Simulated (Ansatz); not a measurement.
# AlSiH₂ (quartet): inputs that go wrong at distance Si1–Al2 = 2.409 Å

3 inputs are run for AlSiH₂ (quartet) as typed; the log has to tell whether the result can be used and what must change.

Program: Ansatz 0.2.0, Gaussian basis. Level of theory: the settings change from run to run. These are calculated values, not measurements.

36 further runs of the same task are left out: 14 for a known fault of the program, 14 that didn't finish, 8 set aside as unsound or not needed.

## (1) The system

The geometry derives from a PBE0/def2-TZVP stationary point (not a proven minimum). One bond is set to the value named and the two fragments are kept rigid.

4 atoms, charge 0, spin multiplicity 4.

Atoms are counted from 1 here; the program's logs count them from 0.

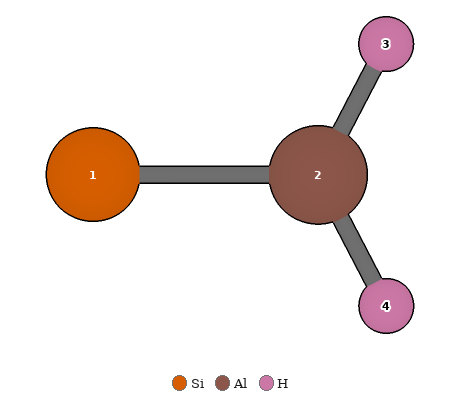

The structure; silicon orange, aluminium brown, hydrogen pink; atoms are numbered from 1 in the order of the file.

## (2) Input 1

in.yaml reads:

```yaml
crystal:
  periodic: [false, false, false]
  atoms:
    - {symbol: Si, position_ang: [0.000000, 0.000000, 1.249328]}
    - {symbol: Al, position_ang: [0.000000, 0.000000, -1.159384]}
    - {symbol: H, position_ang: [0.000000, 1.405470, -1.888034]}
    - {symbol: H, position_ang: [0.000000, -1.405470, -1.888034]}
basis:
  gaussian: {orbitals: cc-pVDZ}
magnetization: {spin_polarized: false, initial_magnetization: 3}
hamiltonian: {xc: {name: B3LYP}}
correlation: {method: bccd, electrons: valence}
symmetry: c1
```

Run with:

```sh
ansatz run in.yaml --threads 1 --pin off --events-out ev --progress --plain --max-ram 2393MiB
```

Log:

```text
Error: YAML parse error: error: line 13 column 1: unknown field `symmetry`, expected one of crystal, accuracy, basis, kpoints, hamiltonian, magnetization, projection, total_charge, correlation, batch, efield, external_charges, scf, relax, neb, saddle, md, ramp, phonons, dielectric, real_time, elastic, magnetic_configurations, gw, evaluate, workflow, output, checkpoint, execution
  --> <input>:13:1
   |
11 | hamiltonian: {xc: {name: B3LYP}}
12 | correlation: {method: bccd, electrons: valence}
13 | symmetry: c1
   | ^ unknown field `symmetry`, expected one of crystal, accuracy, basis, kpoints, hamiltonian, magnetization, projection, total_charge, correlation, batch, efield, external_charges, scf, relax, neb, saddle, md, ramp, phonons, dielectric, real_time, elastic, magnetic_configurations, gw, evaluate, workflow, output, checkpoint, execution
```

It took 0.03 s on 1 thread of Intel Xeon 6975P-C, shared host.

Diagnosis: The run was refused. The input holds a key that the program doesn't read here. Cure: remove it or spell it as the reference does.

## (3) Input 2

in.yaml reads:

```yaml
crystal:
  periodic: [false, false, false]
  atoms:
    - {symbol: Si, position_ang: [0.000000, 0.000000, 1.249328]}
    - {symbol: Al, position_ang: [0.000000, 0.000000, -1.159384]}
    - {symbol: H, position_ang: [0.000000, 1.405470, -1.888034]}
    - {symbol: H, position_ang: [0.000000, -1.405470, -1.888034]}
basis:
  gaussian: {orbitals: cc-pVDZ}
magnetization: {spin_polarized: false, initial_magnetization: 3}
correlation: {active_space: {window: {electrons: 2, orbitals: 200}}}
accuracy: high
scf: {lower_state_search: full}
```

The command is unchanged.

Log:

```text
Functional definition: HF
  name "HF"
  cite "Fock, Z. Phys. 61, 126 (1930) doi:10.1007/BF01340294"
  parent pbe
  exchange = exact_x
  correlation = 0
965 factors; integrals over basis functions are off by at most 3.9e-9 eV
mean field evaluation 1: about -14473.4391 eV, gradient 8.2e0 eV
mean field evaluation 2: about -14473.4440 eV, gradient 8.2e0 eV
mean field evaluation 4: about -14474.4551 eV, gradient 1.0e0 eV
mean field evaluation 8: about -14474.5083 eV, gradient 1.7e-1 eV
mean field evaluation 16: about -14474.5107 eV, gradient 4.8e-7 eV
mean field evaluation 32: about -14444.5401 eV, gradient 3.4e1 eV
mean field evaluation 64: about -14474.5107 eV, gradient 8.8e-4 eV
mean field evaluation 96: about -14474.5027 eV, gradient 3.3e-1 eV
mean field -14474.51070520 eV, -531.9284572405 hartree, gradient 3.2e-8 eV, S^2 3.750000; 5 other end points of the search recorded, 0 dependent functions left out
reference -14474.51070520 eV, -531.9284572405 hartree; 16, 13 occupied and 30, 33 virtual orbitals, 965 factors
Error: 2 electrons in 200 orbitals form no window around the highest filled level of the reference
```

It took 0.97 s on 1 thread of Intel Xeon 6975P-C, shared host.

Diagnosis: The run stopped with an error. The active window can't be built from these electrons and orbitals. Cure: choose counts that fit the spin, the electrons and the basis.

## (4) Input 3

in.yaml reads:

```yaml
crystal:
  periodic: [false, false, false]
  atoms:
    - {symbol: Si, position_ang: [0.000000, 0.000000, 1.249328]}
    - {symbol: Al, position_ang: [0.000000, 0.000000, -1.159384]}
    - {symbol: H, position_ang: [0.000000, 1.405470, -1.888034]}
    - {symbol: H, position_ang: [0.000000, -1.405470, -1.888034]}
basis:
  gaussian: {orbitals: cc-pVDZ}
magnetization: {spin_polarized: false, initial_magnetization: 3}
correlation: {method: fic_mrcisd_q, electrons: valence, active_space: {window: {electrons: 5, orbitals: 5}, states: [{multiplicity: 4, irrep: E1u, weights: [1]}]}}
```

Same command.

Log:

```text
Functional definition: HF
  name "HF"
  cite "Fock, Z. Phys. 61, 126 (1930) doi:10.1007/BF01340294"
  parent pbe
  exchange = exact_x
  correlation = 0
868 factors; integrals over basis functions are off by at most 1.4e-7 eV
mean field evaluation 1: about -14473.4416 eV, gradient 8.2e0 eV
mean field evaluation 2: about -14473.4448 eV, gradient 8.2e0 eV
mean field evaluation 4: about -14474.4571 eV, gradient 1.0e0 eV
mean field evaluation 8: about -14474.5084 eV, gradient 1.7e-1 eV
mean field -14474.51070518 eV, -531.9284572396 hartree, gradient 2.3e-6 eV, S^2 3.750000; 0 other end points of the search recorded, 0 dependent functions left out
reference -14474.51070518 eV, -531.9284572396 hartree; 16, 13 occupied and 30, 33 virtual orbitals, 868 factors
Error: the irrep E1u is not accepted for these orbitals, which take A1, B1, B2, A2, or 1 to 4
```

Run time: 0.45 s. Hardware: 1 thread of Intel Xeon 6975P-C, shared host.

Diagnosis: The run stopped with an error. The symmetry label isn't in the molecule's group. Cure: name an irrep that the log lists.

## (5) How the runs ended

| input | level | ended | cause | time |
| --- | --- | --- | --- | --- |
| 1 | BCCD/cc-pVDZ | refused | the input holds a key that the program doesn't read here | 0.03 s |
| 2 | CASSCF(2,200)/cc-pVDZ | stopped by an error | the active window can't be built from these electrons and orbitals | 0.97 s |
| 3 | MRCISD+Q(5,5)/cc-pVDZ | stopped by an error | the symmetry label isn't in the molecule's group | 0.45 s |

1 refused, 2 stopped by an error.
